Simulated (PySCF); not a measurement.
# C3H3F2O3−: runs on many settings

Which settings matter for C3H3F2O3− (`O=C([O-])OCC(F)F`), and how do bad ones show?

Computed with PySCF 2.14.0, with density-fitted response routines of our own, on a single molecule, in the gas phase or a continuum. Atoms are numbered from 0 throughout.

## 1. Starting geometry

11 atoms, charge -1, multiplicity 1; geometry from: GFN2-xTB.

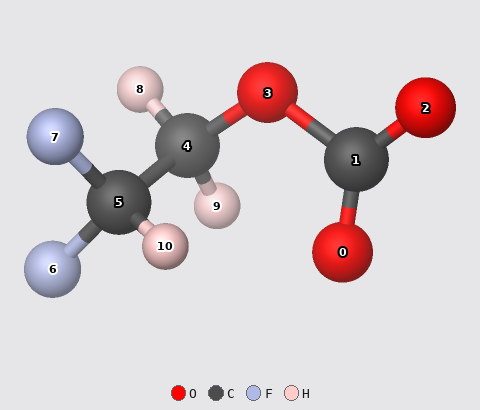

The starting geometry (oxygen red, carbon dark grey, fluorine light blue, hydrogen pink), atoms numbered; sticks join atoms by distance.

## 2. Nuclear shieldings: PBE0/pcSseg-1

Job settings and geometry (Å):

```
{"job": {"kind": "nmr", "xc": "PBE0", "basis": "pcSseg-1"}, "charge": -1, "multiplicity": 1}
O      1.587304    -0.738212     0.923499
C      1.907190     0.099023     0.098361
O      2.915143     0.727122    -0.126269
O      0.804109     0.454418    -0.873817
C     -0.361575    -0.266304    -0.724526
C     -1.177805     0.199849     0.480612
F     -2.191133    -0.679267     0.754299
F     -1.812789     1.383534     0.251971
H     -0.960043    -0.145514    -1.635868
H     -0.152087    -1.334173    -0.549313
H     -0.552892     0.302194     1.375088
```

Method: GIAO PBE0/pcSseg-1 NMR shielding, non-relativistic, gas phase.

Command:

```sh
OMP_NUM_THREADS=1 python probes_run.py task.json out
```

This one command runs all jobs of the session in turn.

The program printed:

```text
coarse grid: 10552 points
cycle   1  E = -540.5848484110  dE =  1.302e+00  |g| = 1.286e+00  |ddm| = 2.926e+00
cycle   2  E = -540.2466889048  dE =  3.382e-01  |g| = 1.923e+00  |ddm| = 1.990e+00
cycle   3  E = -540.8648997786  dE = -6.182e-01  |g| = 1.449e-01  |ddm| = 1.273e+00
cycle   4  E = -540.8675862762  dE = -2.686e-03  |g| = 9.646e-02  |ddm| = 1.661e-01
cycle   5  E = -540.8691304405  dE = -1.544e-03  |g| = 2.247e-02  |ddm| = 6.383e-02
cycle   6  E = -540.8692233529  dE = -9.291e-05  |g| = 6.563e-03  |ddm| = 1.792e-02
cycle   7  E = -540.8692298488  dE = -6.496e-06  |g| = 2.954e-03  |ddm| = 5.572e-03
final grid: 106576 points
cycle   8  E = -540.9616101480  dE = -3.006e-05  |g| = 1.287e-02  |ddm| = 2.126e-02
cycle   9  E = -540.9615762754  dE =  3.387e-05  |g| = 1.918e-02  |ddm| = 1.667e-02
cycle  10  E = -540.9616375673  dE = -6.129e-05  |g| = 1.239e-03  |ddm| = 1.022e-02
cycle  11  E = -540.9616377931  dE = -2.258e-07  |g| = 4.661e-04  |ddm| = 1.009e-03
cycle  12  E = -540.9616378297  dE = -3.653e-08  |g| = 1.274e-04  |ddm| = 3.619e-04
cycle  13  E = -540.9616378325  dE = -2.802e-09  |g| = 4.375e-05  |ddm| = 9.979e-05
cycle  14  E = -540.9616378327  dE = -2.876e-10  |g| = 1.576e-05  |ddm| = 3.313e-05
converged SCF energy = -540.9616378327

GIAO shielding tensors (ppm)
atom      isotropic    diamagn.    paramagn.     s11        s22        s33       span
  0 O      110.784     405.757    -294.973      2.074     68.856    261.424    259.350
  1 C       32.431     244.539    -212.108    -65.698     24.721    138.271    203.969
  2 O       99.141     400.825    -301.684    -24.249     84.302    237.369    261.618
  3 O      189.436     401.225    -211.789     65.023    171.837    331.448    266.426
  4 C      117.212     244.782    -127.569     93.890    111.405    146.342     52.453
  5 C       60.254     244.792    -184.538     45.349     63.376     72.037     26.688
  6 F      323.027     472.612    -149.585    211.793    347.326    409.961    198.168
  7 F      321.184     473.651    -152.467    223.545    351.291    388.717    165.173
  8 H       28.219      29.387      -1.168     24.259     28.483     31.915      7.655
  9 H       27.208      30.363      -3.156     24.012     27.880     29.732      5.719
 10 H       25.084      29.726      -4.642     22.349     24.714     28.190      5.841
```

It took 24 s on 1 thread of Intel Xeon at 2.70GHz, shared host; peak memory 0.7 GiB.

The references, computed at this level on geometries of the same kind, shield at (ppm): ¹H TMS 31.72, ¹³C TMS 186.9, ¹⁹F CFCl3 170.9, ¹⁷O H2O 336.1. Their shielding less the atom's gives the shift. The references are single molecules in the gas phase, so shifts against H2O, NH3, PH3, H3PO4 or CFCl3 are not on the usual liquid scales and can be off by tens of ppm. Atoms listed in one row are averaged.

```tsv
atoms	environment	σ (ppm)	δ (ppm)
C1	carbonate carbon	32.4	154.5
C5	sp3 CH bonded to 2 F	60.3	126.7
C4	sp3 CH2 bonded to O	117.2	69.7
H10	hydrogen on an sp3 CH bonded to 2 F	25.08	6.63
H8, H9	hydrogen on an sp3 CH2 bonded to O	27.71	4.00
O0, O2	carboxylate oxygen	105.0	231.1
O3	ester alkoxy oxygen	189.4	146.6
F6, F7	fluorine of a CF2 group	322.1	-151.2
```

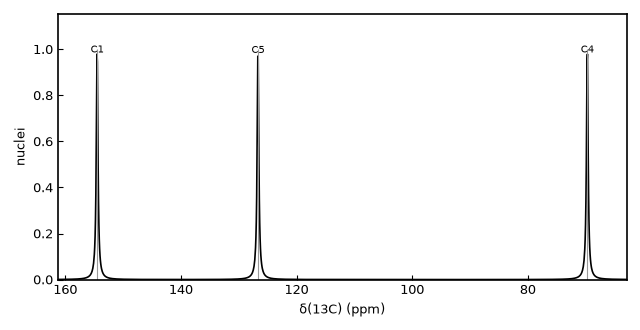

¹³C lines at the computed shifts, without couplings. Lines are broadened to a width of 0.34 ppm (Lorentzian).

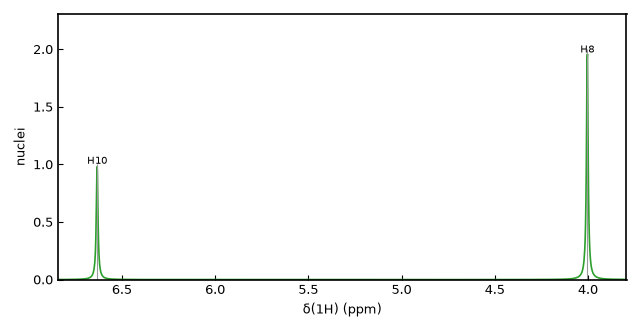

¹H lines at the computed shifts, without couplings. Lines are broadened to a width of 0.01 ppm (Lorentzian).

The run also stored atomic charges by several schemes (e):

```tsv
atoms	Mulliken	IAO	Hirshfeld	ESP fit
O0, O2	-0.56	-0.63	-0.40	-0.74
C1	0.57	0.63	0.17	0.95
O3	-0.57	-0.48	-0.22	-0.55
C4	0.05	-0.07	-0.05	0.08
C5	0.46	0.43	0.13	0.37
F6, F7	-0.34	-0.33	-0.14	-0.28
```

IAO charges:

```tsv
atom	value (e)
O0	-0.65
C1	0.63
O2	-0.61
O3	-0.48
C4	-0.07
C5	0.43
F6	-0.34
F7	-0.33
H8	0.12
H9	0.13
H10	0.15
```

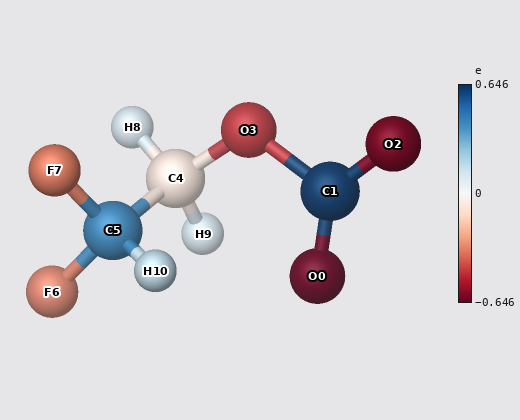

IAO charges, as colours on the atoms.

Mayer bond orders: O0–C1 1.72, C1–O2 1.88, C1–O3 0.77, O3–C4 1.00, C4–C5 0.99, C5–F6 0.91, C5–F7 0.93.

## 3. Ultraviolet spectrum: PBE0/def2-SVPD

Settings changed since step 2:

```diff
@@ -1,2 +1,2 @@
-{"job": {"kind": "nmr", "xc": "PBE0", "basis": "pcSseg-1"}, "charge": -1, "multiplicity": 1}
+{"job": {"kind": "uv", "xc": "PBE0", "basis": "def2-SVPD", "nstates": 6, "ntriplets": 2}, "charge": -1, "multiplicity": 1}
 O      1.587304    -0.738212     0.923499
```

Level: TDDFT PBE0/def2-SVPD, vertical, gas phase, core orbitals frozen in the response.

The program printed:

```text
coarse grid: 10552 points
cycle   1  E = -540.2766912686  dE =  1.241e+00  |g| = 1.216e+00  |ddm| = 4.225e+00
cycle   2  E = -539.8994788051  dE =  3.772e-01  |g| = 1.897e+00  |ddm| = 3.035e+00
cycle   3  E = -540.5488409450  dE = -6.494e-01  |g| = 1.305e-01  |ddm| = 2.105e+00
cycle   4  E = -540.5504321417  dE = -1.591e-03  |g| = 1.020e-01  |ddm| = 2.073e-01
cycle   5  E = -540.5523379950  dE = -1.906e-03  |g| = 1.769e-02  |ddm| = 9.337e-02
cycle   6  E = -540.5523950377  dE = -5.704e-05  |g| = 6.845e-03  |ddm| = 2.343e-02
cycle   7  E = -540.5524028904  dE = -7.853e-06  |g| = 2.676e-03  |ddm| = 8.026e-03
final grid: 106576 points
cycle   8  E = -540.6441655670  dE = -3.099e-05  |g| = 1.213e-02  |ddm| = 9.433e-02
cycle   9  E = -540.6441315983  dE =  3.397e-05  |g| = 1.844e-02  |ddm| = 2.571e-02
cycle  10  E = -540.6441915121  dE = -5.991e-05  |g| = 1.210e-03  |ddm| = 1.536e-02
cycle  11  E = -540.6441917450  dE = -2.328e-07  |g| = 4.371e-04  |ddm| = 1.348e-03
cycle  12  E = -540.6441917802  dE = -3.520e-08  |g| = 1.112e-04  |ddm| = 5.339e-04
cycle  13  E = -540.6441917823  dE = -2.079e-09  |g| = 5.145e-05  |ddm| = 1.455e-04
cycle  14  E = -540.6441917827  dE = -4.577e-10  |g| = 1.426e-05  |ddm| = 5.967e-05
converged SCF energy = -540.6441917827

Static polarisability (au): isotropic 57.228, principal 47.044 55.257 69.382

Singlet excitations
state   eV       nm        f      main configurations
  1   5.8598    211.6   0.00488   H->L 0.84, H->L+2 0.11
  2   6.3082    196.5   0.00134   H->L+1 0.46, H->L+2 0.38, H->L 0.10
  3   6.3659    194.8   0.00037   H-1->L 0.80, H-1->L+2 0.13
  4   6.4365    192.6   0.00107   H->L+1 0.48, H->L+2 0.46
  5   6.6114    187.5   0.00924   H-2->L 0.87
  6   6.8200    181.8   0.00161   H-1->L+2 0.46, H-1->L+1 0.37, H-1->L 0.15

Triplet excitations (Tamm-Dancoff, eV): 5.8035 6.2445
```

Wall time 38 s (1 thread of Intel Xeon at 2.70GHz, shared host); peak memory 0.81 GiB.

The orbitals next to the gap, with their largest atomic shares:

```tsv
orbital	eV	atoms
HOMO−3	-3.61	O3 56 %, O0 14 %, C4 9 %
HOMO−2	-3.25	O0 29 %, O2 28 %, O3 28 %
HOMO−1	-2.98	O2 47 %, O0 36 %, C1 12 %
HOMO	-2.47	O2 47 %, O0 38 %, C1 6 %
LUMO	4.27	C5 21 %, F6 18 %, C4 14 %
LUMO+1	4.82	H8 18 %, O3 14 %, F6 14 %
LUMO+2	4.94	C1 22 %, F6 15 %, F7 11 %
```

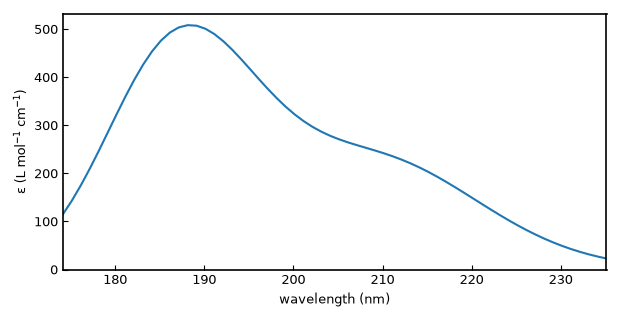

Absorption spectrum: each of the 6 states is a Gaussian band of 0.4 eV half-width at 1/e. Beyond the last state computed it falls off for lack of states.

Further results of this job:

```tsv
property	computed
polarisability (Å³)	8.48
HOMO–LUMO gap (eV)	6.75
−ε(HOMO) (eV)	2.47
```

## 4. Excited states and response: CAM-B3LYP/STO-3G

Settings changed since step 3:

```diff
@@ -1,2 +1,2 @@
-{"job": {"kind": "uv", "xc": "PBE0", "basis": "def2-SVPD", "nstates": 6, "ntriplets": 2}, "charge": -1, "multiplicity": 1}
+{"job": {"kind": "uv", "xc": "CAM-B3LYP", "basis": "STO-3G", "nstates": 6, "ntriplets": 0, "tda": true, "scf": {"damp": 0.3, "conv": 1e-11}}, "charge": -1, "multiplicity": 1}
 O      1.587304    -0.738212     0.923499
```

With the program's defaults for keys left out, this is: TDA CAM-B3LYP/STO-3G, vertical, gas phase, core orbitals frozen in the response.

The program printed:

```text
damping 0.30 in the first 6 cycles
final grid: 106576 points
cycle   1  E = -533.2714345955  dE =  1.855e+00  |g| = 1.077e+00  |ddm| = 4.601e+00
cycle   2  E = -533.6120132331  dE = -3.406e-01  |g| = 3.733e-01  |ddm| = 1.731e+00
cycle   3  E = -533.6430640863  dE = -3.105e-02  |g| = 1.401e-01  |ddm| = 5.711e-01
cycle   4  E = -533.6477222559  dE = -4.658e-03  |g| = 7.122e-02  |ddm| = 2.565e-01
cycle   5  E = -533.6486593928  dE = -9.371e-04  |g| = 3.989e-02  |ddm| = 1.340e-01
cycle   6  E = -533.6482102276  dE =  4.492e-04  |g| = 5.654e-02  |ddm| = 1.205e-01
cycle   7  E = -533.6472480112  dE =  9.622e-04  |g| = 7.946e-02  |ddm| = 1.701e-01
cycle   8  E = -533.6491339923  dE = -1.886e-03  |g| = 6.091e-03  |ddm| = 1.023e-01
cycle   9  E = -533.6491445044  dE = -1.051e-05  |g| = 2.721e-04  |ddm| = 7.655e-03
cycle  10  E = -533.6491445291  dE = -2.472e-08  |g| = 1.120e-04  |ddm| = 5.204e-04
cycle  11  E = -533.6491445334  dE = -4.250e-09  |g| = 1.801e-05  |ddm| = 1.785e-04
cycle  12  E = -533.6491445335  dE = -1.612e-10  |g| = 1.925e-06  |ddm| = 4.370e-05
cycle  13  E = -533.6491445335  dE =  6.821e-13  |g| = 8.074e-07  |ddm| = 4.700e-06
converged SCF energy = -533.6491445335

Static polarisability (au): isotropic 22.479, principal 14.134 21.155 32.149

Singlet excitations
state   eV       nm        f      main configurations
  1   6.5535    189.2   0.00001   H->L+1 0.97
  2   7.5052    165.2   0.00110   H-2->L+1 0.96
  3   8.4692    146.4   0.00262   H->L 0.72, H-2->L 0.09
  4   8.8737    139.7   0.00053   H-1->L 0.85
  5   9.0735    136.6   0.00472   H-2->L 0.64, H-3->L+1 0.13
  6   9.4066    131.8   0.02311   H-3->L 0.89
```

It took 5.6 s on 1 thread of Intel Xeon at 2.70GHz, shared host.

Key values: HOMO 2.84 eV, LUMO 14.41 eV; lowest singlet 6.55 eV.

## 5. Spin-spin couplings: PBE0/IGLO-II

Settings changed since step 4:

```diff
@@ -1,2 +1,2 @@
-{"job": {"kind": "uv", "xc": "CAM-B3LYP", "basis": "STO-3G", "nstates": 6, "ntriplets": 0, "tda": true, "scf": {"damp": 0.3, "conv": 1e-11}}, "charge": -1, "multiplicity": 1}
+{"job": {"kind": "j", "xc": "PBE0", "basis": "IGLO-II", "scf": {"level_shift": 2.0, "max_cycle": 97}}, "charge": -2, "multiplicity": 1}
 O      1.587304    -0.738212     0.923499
```

Level: PBE0/IGLO-II.

The program printed:

```text
RuntimeError: Electron number 65 and spin 0 are not consistent
Note mol.spin = 2S = Nalpha - Nbeta, not 2S+1
```

Wall time 0.03 s (1 thread of Intel Xeon at 2.70GHz, shared host).

Diagnosis: Charge and multiplicity don't fit the number of electrons: an even count needs an odd multiplicity, and the reverse. The remedy is to mend the charge or the multiplicity.

## 6. TDDFT and polarisability: KT2/def2-SVPD in dichloromethane

Settings changed since step 5:

```diff
@@ -1,2 +1,2 @@
-{"job": {"kind": "j", "xc": "PBE0", "basis": "IGLO-II", "scf": {"level_shift": 2.0, "max_cycle": 97}}, "charge": -2, "multiplicity": 1}
+{"job": {"kind": "uv", "xc": "KT2", "basis": "def2-SVPD", "solvent": "dichloromethane", "nstates": 25, "ntriplets": 2, "tda": false, "scf": {"conv": 1e-07}}, "charge": -1, "multiplicity": 1}
 O      1.587304    -0.738212     0.923499
```

Method: TDDFT KT2/def2-SVPD, vertical, IEF-PCM dichloromethane (non-equilibrium linear response), core orbitals frozen in the response.

The program printed:

```text
final grid: 106576 points
cycle   1  E = -548.6936913319  dE =  1.212e+00  |g| = 1.424e+00  |ddm| = 4.462e+00
cycle   2  E = -547.5767318010  dE =  1.117e+00  |g| = 2.764e+00  |ddm| = 4.306e+00
cycle   3  E = -549.0617950836  dE = -1.485e+00  |g| = 1.780e-01  |ddm| = 3.470e+00
cycle   4  E = -549.0620657627  dE = -2.707e-04  |g| = 1.886e-01  |ddm| = 3.670e-01
cycle   5  E = -549.0689410409  dE = -6.875e-03  |g| = 4.673e-02  |ddm| = 1.810e-01
cycle   6  E = -549.0693739577  dE = -4.329e-04  |g| = 1.179e-02  |ddm| = 5.493e-02
cycle   7  E = -549.0693913578  dE = -1.740e-05  |g| = 7.238e-03  |ddm| = 1.519e-02
cycle   8  E = -549.0694013784  dE = -1.002e-05  |g| = 1.207e-03  |ddm| = 6.852e-03
cycle   9  E = -549.0694016196  dE = -2.412e-07  |g| = 5.309e-04  |ddm| = 1.598e-03
cycle  10  E = -549.0694016705  dE = -5.094e-08  |g| = 1.536e-04  |ddm| = 5.960e-04
converged SCF energy = -549.0694016705

Static polarisability (au): isotropic 75.035, principal 61.340 74.759 89.007

Singlet excitations
state   eV       nm        f      main configurations
  1   5.8120    213.3   0.00448   H->L 1.00
  2   6.1721    200.9   0.00463   H->L+1 1.00
  3   6.4170    193.2   0.00264   H-1->L 0.98
  4   6.5176    190.2   0.03517   H-2->L 0.97
  5   6.6261    187.1   0.03679   H-3->L 0.98
  6   6.6773    185.7   0.00154   H->L+2 0.99
  7   6.7966    182.4   0.00178   H-1->L+1 0.97
  8   6.8485    181.0   0.00597   H->L+3 0.95
  9   6.8772    180.3   0.02446   H-2->L+1 0.94
 10   7.0005    177.1   0.00731   H-3->L+1 0.87, H->L+4 0.12
 11   7.0136    176.8   0.00419   H->L+4 0.87, H-3->L+1 0.12
 12   7.2916    170.0   0.00422   H-1->L+2 0.99
 13   7.3204    169.4   0.00609   H->L+5 0.98
 14   7.3553    168.6   0.04968   H-2->L+2 0.99
 15   7.4616    166.2   0.00029   H-1->L+3 0.98
 16   7.4967    165.4   0.00483   H-3->L+2 0.98
 17   7.5341    164.6   0.02485   H-2->L+3 0.99
 18   7.6634    161.8   0.00767   H-3->L+3 0.95
 19   7.7198    160.6   0.00539   H-2->L+4 0.74, H-3->L+4 0.18
 20   7.7643    159.7   0.00851   H->L+6 0.90
 21   7.9127    156.7   0.11450   H-1->L+4 0.44, H-3->L+4 0.21, H->L+7 0.08
 22   7.9428    156.1   0.00345   H-1->L+5 0.92
 23   8.0129    154.7   0.00988   H-2->L+5 0.74, H->L+7 0.23
 24   8.0364    154.3   0.04365   H->L+7 0.64, H-2->L+5 0.19, H-3->L+4 0.09
 25   8.1300    152.5   0.07065   H->L+8 0.47, H-3->L+5 0.29

Triplet excitations (Tamm-Dancoff, eV): 5.7226 6.1202
```

It took 48 s on 1 thread of Intel Xeon at 2.70GHz, shared host; peak memory 0.76 GiB.

This run: HOMO -5.22 eV, LUMO 0.58 eV; lowest singlet 5.81 eV.

## 7. Side by side: electronic excitations

Excitations and ground-state properties, with basis size and wall time:

```tsv
run	lowest singlet (eV)	brightest (eV)	f	gap (eV)	α (Å³)	functions	time
PBE0/def2-SVPD	5.86	6.61	0.009	6.75	8.48	199	38 s
CAM-B3LYP/STO-3G	6.55	9.41	0.023	11.57	3.33	43	5.6 s
KT2/def2-SVPD in dichloromethane	5.81	7.91	0.115	5.80	11.12	199	48 s
```

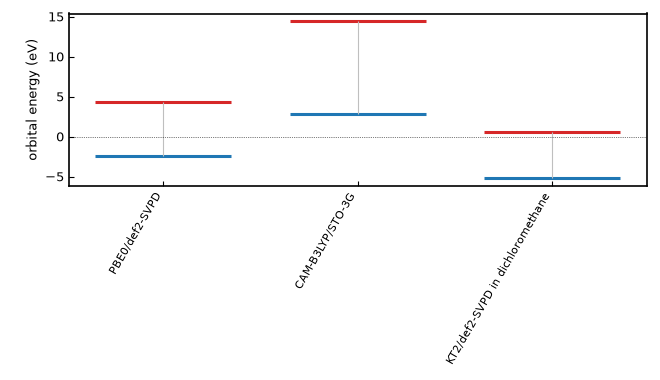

HOMO (blue) and LUMO (red) run by run.

## 8. What came out

```
                                                                 quantity                                            value
                                   ¹³C shifts against TMS (PBE0/pcSseg-1)                           154.5, 126.7, 69.7 ppm
   ¹H shifts against TMS (PBE0/pcSseg-1, means over atoms taken as alike)                                   6.63, 4.00 ppm
  ¹⁷O shifts against H2O (PBE0/pcSseg-1, means over atoms taken as alike)                                 231.1, 146.6 ppm
¹⁹F shifts against CFCl3 (PBE0/pcSseg-1, means over atoms taken as alike)                                       -151.2 ppm
                                          lowest singlet (PBE0/def2-SVPD)                      5.86 eV (212 nm), f = 0.005
                                 brightest single state of those computed                      state 5, 6.61 eV, f = 0.009
                                                           lowest triplet                                          5.80 eV
                                              range of the lowest singlet                                  5.81 to 6.55 eV
                                            property runs in this session  5, of which 1 failed and 1 gave unsound results
```

What this shows: Single values in the summary come from the first run of each kind that ended normally (PBE0/pcSseg-1; PBE0/def2-SVPD), which need not be the best level. H10 (hydrogen on an sp3 CH bonded to 2 F) lies farthest downfield among hydrogen, at 6.63 ppm; its carbon carries F, hence the downfield position. The lowest singlet, at 5.86 eV, is HOMO→LUMO 0.84, HOMO→LUMO+2 0.11 and is weak; of the 6 states computed, the strongest absorption comes from state 5 at 6.61 eV. The lowest triplet lies 0.06 eV below the lowest singlet (triplets in Tamm-Dancoff, singlets in full TDDFT). The lowest singlet lies above −ε(HOMO); no detachment energy was computed, so the anion's states may not be bound. The lowest singlet runs from 5.81 eV (KT2/def2-SVPD in dichloromethane) to 6.55 eV (CAM-B3LYP/STO-3G), while the orbital gap spans 5.80 to 11.57 eV. A minimal basis can't describe excited states, so its value is no measure of the functional. The lowest state need not be the same one in every run. The runs solved for a few states only, so the brightest column depends on that window.
